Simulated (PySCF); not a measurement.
**C₅H₈AlCl: NMR shielding calculation**

C₅H₈AlCl, computed with GIAO PBE0/pcSseg-1 NMR shielding, non-relativistic, gas phase (PySCF 2.14.0).

The geometry comes from this level: GFN2-xTB. It belongs to a series of runs on one base structure; here: CH2 inserted into a Al-C bond. Figures and captions count atoms from 1; the log counts them from 0 in places.

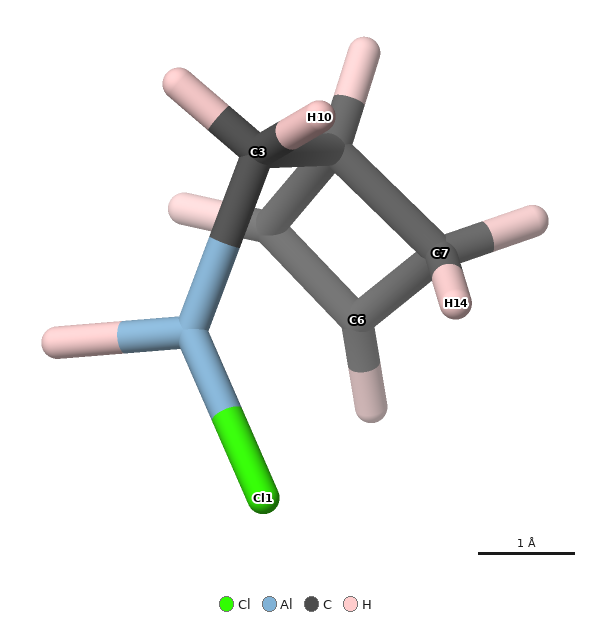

The structure (stick view, seen at a tilt; atoms are numbered from 1 in the order of the input). Sticks mark near contacts.

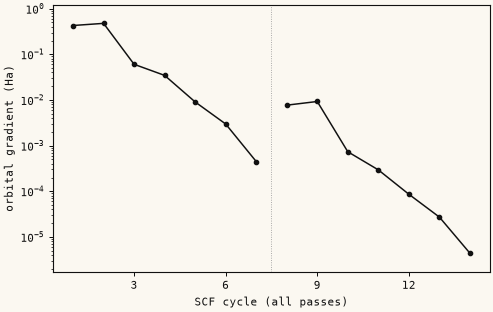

Convergence of the self-consistent field: orbital gradient against the SCF cycle. The dotted line marks the change from a coarse to the final integration grid. The first 7 cycles use a coarse grid, the final grid takes over at cycle 8, and the field converges after 14 cycles in all.

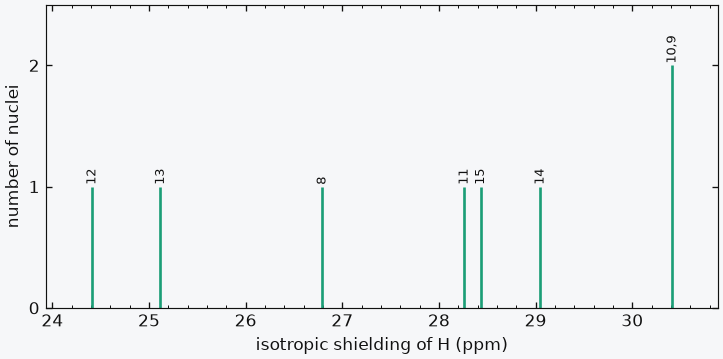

Isotropic shieldings of the hydrogen nuclei in this fixed geometry, labelled by atom number; shielding grows to the right, so chemical shift grows to the left. The least shielded is H12 (24.4 ppm), the most shielded H9 (30.4 ppm).

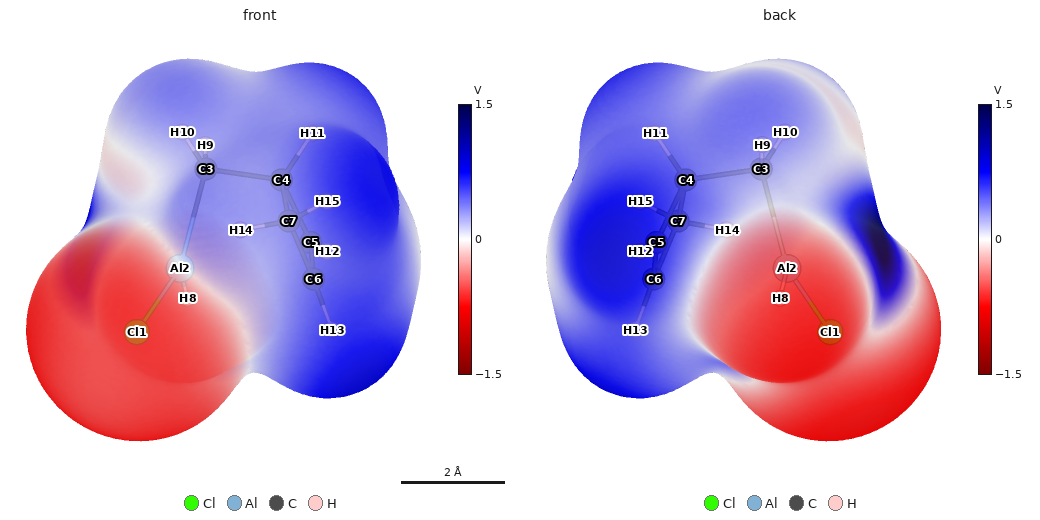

The molecular electrostatic potential painted on the density surface at 0.001 e/bohr³, seen at a tilt and from behind; red is negative and blue positive. Its dipole moment is 2.89 D.

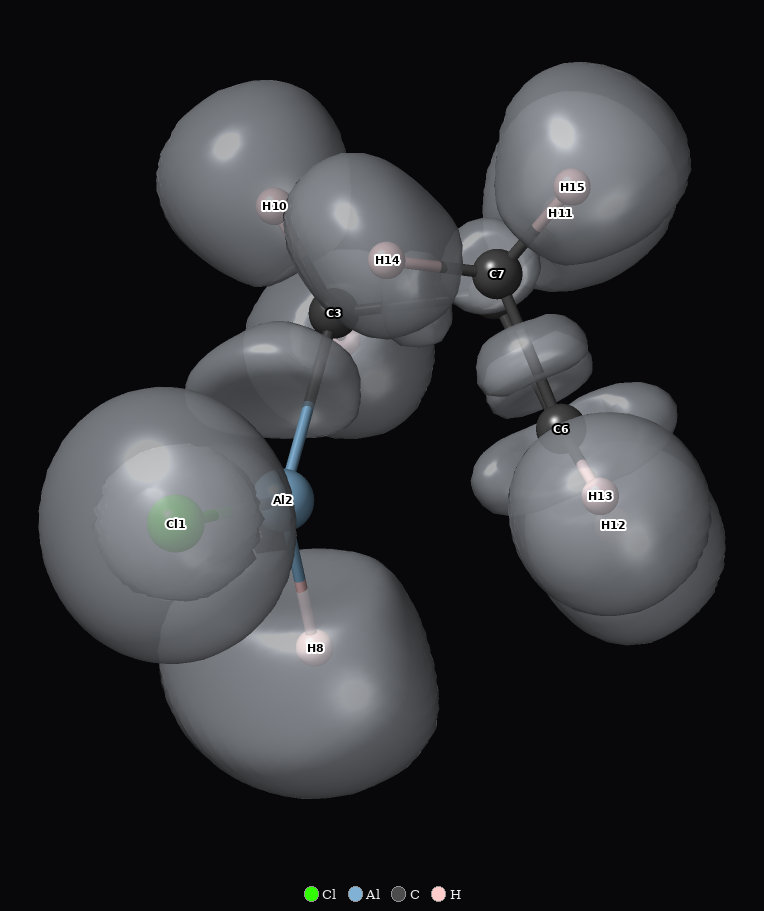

Isosurface of the electron localisation function at 0.8 (grey), seen at an oblique angle. Core shells and regions of very low density are left out. Values along the shortest contacts: C–C (1.34 Å): the ELF peaks at about 0.90 between the atoms (a double or triple bond).

These pictures come from the run below.

### Input file
```
{"job": {"kind": "nmr", "xc": "PBE0", "basis": "pcSseg-1"}, "charge": 0, "multiplicity": 1}
Cl     1.652690     2.641753     0.584286
Al     1.631370     0.704826    -0.024332
C      0.882579    -0.913511     0.897601
C     -0.494217    -0.908620     0.214426
C     -0.395435    -0.410082    -1.201700
C     -1.017398     0.747945    -0.931812
C     -1.289386     0.393772     0.497602
H      2.433129     0.406788    -1.309311
H      1.422249    -1.809759     0.562411
H      0.749681    -1.027191     1.979459
H     -1.054236    -1.836026     0.357981
H     -0.028093    -0.874233    -2.100903
H     -1.326136     1.588671    -1.530367
H     -0.828552     1.047127     1.245825
H     -2.342659     0.256529     0.736922
```

The first line tells a small driver script what to run in PySCF; the rest is the geometry in Å.

Command:
```bash
OMP_NUM_THREADS=1 python <driver script> task.json out
```

### Output
```
coarse grid: 13640 points
cycle   1  E = -897.3305817416  dE =  9.154e-01  |g| = 4.280e-01  |ddm| = 3.533e+00
cycle   2  E = -897.3227040638  dE =  7.878e-03  |g| = 4.768e-01  |ddm| = 8.993e-01
cycle   3  E = -897.3807795739  dE = -5.808e-02  |g| = 6.047e-02  |ddm| = 5.048e-01
cycle   4  E = -897.3814577214  dE = -6.781e-04  |g| = 3.456e-02  |ddm| = 9.272e-02
cycle   5  E = -897.3817317962  dE = -2.741e-04  |g| = 9.061e-03  |ddm| = 3.601e-02
cycle   6  E = -897.3817509153  dE = -1.912e-05  |g| = 2.976e-03  |ddm| = 1.072e-02
cycle   7  E = -897.3817529992  dE = -2.084e-06  |g| = 4.489e-04  |ddm| = 2.871e-03
final grid: 122656 points
cycle   8  E = -897.4222826311  dE = -3.683e-05  |g| = 7.697e-03  |ddm| = 4.068e-02
cycle   9  E = -897.4222752927  dE =  7.338e-06  |g| = 9.265e-03  |ddm| = 1.655e-02
cycle  10  E = -897.4222973442  dE = -2.205e-05  |g| = 7.346e-04  |ddm| = 9.368e-03
cycle  11  E = -897.4222974345  dE = -9.030e-08  |g| = 2.943e-04  |ddm| = 9.305e-04
cycle  12  E = -897.4222974549  dE = -2.040e-08  |g| = 8.618e-05  |ddm| = 3.146e-04
cycle  13  E = -897.4222974566  dE = -1.714e-09  |g| = 2.722e-05  |ddm| = 1.010e-04
cycle  14  E = -897.4222974568  dE = -1.826e-10  |g| = 4.407e-06  |ddm| = 2.624e-05
converged SCF energy = -897.4222974568

GIAO shielding tensors (ppm)
atom      isotropic    diamagn.    paramagn.     s11        s22        s33       span
  0 Cl     939.528    1148.562    -209.034    817.325    978.547   1022.713    205.388
  1 Al     363.904     793.150    -429.246    317.567    358.111    416.033     98.466
  2 C      159.214     248.992     -89.778    139.527    163.534    174.581     35.054
  3 C      139.139     249.335    -110.196    130.092    139.548    147.777     17.685
  4 C       20.715     256.526    -235.811    -86.511      0.566    148.090    234.601
  5 C       35.493     256.118    -220.625    -74.483     24.373    156.589    231.072
  6 C      142.792     251.325    -108.533    120.301    150.603    157.473     37.172
  7 H       26.791      28.386      -1.595     23.064     25.117     32.193      9.129
  8 H       30.415      30.004       0.411     26.536     28.390     36.318      9.782
  9 H       30.409      29.689       0.720     27.303     27.661     36.262      8.959
 10 H       28.261      30.998      -2.737     23.994     27.035     33.754      9.760
 11 H       24.409      33.345      -8.935     22.726     24.027     26.476      3.750
 12 H       25.118      32.454      -7.336     23.375     24.523     27.458      4.083
 13 H       29.047      30.237      -1.190     25.547     29.879     31.714      6.168
 14 H       28.430      29.882      -1.451     25.192     26.472     33.627      8.435
```

### Key numbers

- outcome: converged
- total energy: −897.422297 hartree
- HOMO: −7.46 eV
- LUMO: −0.80 eV
- dipole moment: 2.89 D
- isotropic shielding, Cl: 939.5 ppm
- isotropic shielding, Al: 363.9 ppm
- isotropic shielding, C: 20.7 to 159.2 ppm
- isotropic shielding, H: 24.4 to 30.4 ppm
- hardware: 1 CPU thread, shared host
- wall time: 59 s
- peak memory: 0.79 GiB
